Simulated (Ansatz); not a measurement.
# C4H4N2 (pyrazine): wB97X/cc-pVDZ

What is the electronic atomisation energy of C4H4N2 (pyrazine) at wB97X/cc-pVDZ? 

The results are computed with Ansatz 0.2.0.

### 1 The structure to begin with

C4H4N2: 10 atoms, total charge 0, spin state singlet. As SMILES, `c1cnccn1`. Geometry: relaxed at PBE0-D4/def2-TZVP.

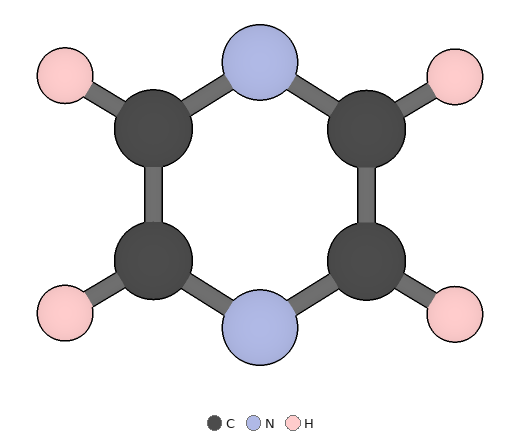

The structure, seen from a chosen angle (carbon dark grey, nitrogen light blue, hydrogen pink).

### 2 A single-point energy at wB97X/cc-pVDZ

File run.yaml:

```yaml
basis:
  gaussian: {orbitals: cc-pVDZ}
crystal:
  periodic: [false, false, false]
  atoms:
    - symbol: C
      position_ang: [0.476600, -0.947700, -0.800200]
    - symbol: C
      position_ang: [-0.498600, -1.217100, 0.150600]
    - symbol: N
      position_ang: [-0.972600, -0.276100, 0.956700]
    - symbol: C
      position_ang: [-0.460000, 0.937500, 0.800700]
    - symbol: C
      position_ang: [0.515200, 1.206900, -0.150000]
    - symbol: "N"
      position_ang: [0.989300, 0.265900, -0.956100]
    - symbol: H
      position_ang: [0.851400, -1.732600, -1.450700]
    - symbol: H
      position_ang: [-0.905400, -2.218000, 0.262200]
    - symbol: H
      position_ang: [-0.834800, 1.722400, 1.451200]
    - symbol: H
      position_ang: [0.922000, 2.207800, -0.261700]
hamiltonian: {xc: {name: wB97X}}
accuracy: high
output: {orbitals: {seedname: orbitals}}
```

Launch:

```bash
$ ansatz run run.yaml --threads 1 --pin off --max-ram 3480MiB --events-out events.jsonl --progress --plain --runs-dir runs
```

Log:

```text
Warning: RAYON_NUM_THREADS=1 ignored (pool sized by the plan → 1); use --threads N
Functional definition: wB97X
  name "wB97X"
  parameter omega = 0.3/bohr
  parameter cx = 0.157706
  parameter cx1 = 0.726479
  parameter cx2 = 1.04760
  parameter cx3 = -5.70635
  parameter cx4 = 13.2794
  parameter css1 = -4.33879
  parameter css2 = 18.2308
  parameter css3 = -31.7430
  parameter css4 = 17.2901
  parameter cos1 = 2.37031
  parameter cos2 = -11.3995
  parameter cos3 = 6.58405
  parameter cos4 = -3.78132
  exchange = spin_sum(e_x_unif_sr(omega)*poly(b97_u_x, 1 - cx, cx1, cx2, cx3, cx4)) + cx*exact_x_sr(omega)
      + exact_x_lr(omega)
  correlation = spin_sum(e_c_pw_same_spin*poly(b97_u_same, 1, css1, css2, css3, css4))
      + integral(e_c_pw_opposite_spin*poly(b97_u_opposite, 1, cos1, cos2, cos3, cos4))
2505 factors; integrals over basis functions are off by at most 3.2e-9 eV
384 factors; integrals over basis functions are off by at most 1.6e-9 eV
mean field evaluation 1: about -7188.4702 eV, gradient 3.0e1 eV
mean field evaluation 2: about -7189.6778 eV, gradient 2.3e1 eV
mean field evaluation 4: about -7190.6804 eV, gradient 1.3e0 eV
mean field evaluation 8: about -7190.8999 eV, gradient 1.6e-2 eV
mean field evaluation 16: about -7190.8999 eV, gradient 6.7e-6 eV
mean field -7190.89991179 eV, -264.2606975911 hartree, gradient 5.4e-8 eV, S^2 0.000000; 0 other end points of the search recorded, 0 dependent functions left out
reference -7190.89990913 eV, -264.2606974935 hartree; 21, 21 occupied and 83, 83 virtual orbitals, 2505 factors
Total energy: -7190.89990913 eV, -264.2606974935 hartree
```

Wall time 17 s (1 thread of Intel Xeon 6975P-C (Granite Rapids), shared host); peak memory 0.63 GiB.

### 3 The C atom, same level

File input.yaml:

```yaml
crystal:
  periodic: [false, false, false]
  atoms:
    - {symbol: C, position_ang: [0.000000, 0.000000, 0.000000]}
basis:
  gaussian:
    orbitals: cc-pVDZ
magnetization:
  spin_polarized: true
  initial_magnetization: 2
hamiltonian:
  xc: {name: wB97X}
accuracy: high
```

Run the same way, it converges to -37.83957 Eh (log not shown).

### 4 The H atom, same level

File job.yaml:

```yaml
basis:
  gaussian: {orbitals: cc-pVDZ}
crystal:
  periodic: [false, false, false]
  atoms:
    - {symbol: H, position_ang: [0.000000, 0.000000, 0.000000]}
magnetization: {spin_polarized: true, initial_magnetization: 1}
hamiltonian: {xc: {name: wB97X}}
accuracy: high
```

Run the same way, it converges to -0.50060 Eh (log not shown).

### 5 The N atom

File in.yaml:

```yaml
crystal:
  periodic: [false, false, false]
  atoms:
    - {symbol: N, position_ang: [0.000000, 0.000000, 0.000000]}
basis:
  gaussian:
    orbitals: cc-pVDZ
magnetization:
  spin_polarized: true
  initial_magnetization: 3
hamiltonian:
  xc: {name: wB97X}
accuracy: high
```

Run the same way, it converges to -54.57789 Eh (log not shown).

### 6 Summary of results

Level: wB97X/cc-pVDZ.

```
                     quantity          value
       molecule: total energy  -264.26070 Eh
        molecule: HOMO energy       -9.53 eV
        molecule: LUMO energy        0.93 eV
      molecule: HOMO–LUMO gap       10.46 eV
         C atom: total energy   -37.83957 Eh
                 C atom: ⟨S²⟩          2.004
         H atom: total energy    -0.50060 Eh
                 H atom: ⟨S²⟩          0.750
         N atom: total energy   -54.57789 Eh
                 N atom: ⟨S²⟩          3.754
electronic atomisation energy      47.463 eV
```

**Reading.** Taking the molecule apart into free atoms costs 47.46 eV (1095 kcal/mol), before zero-point energy and without spin-orbit coupling.
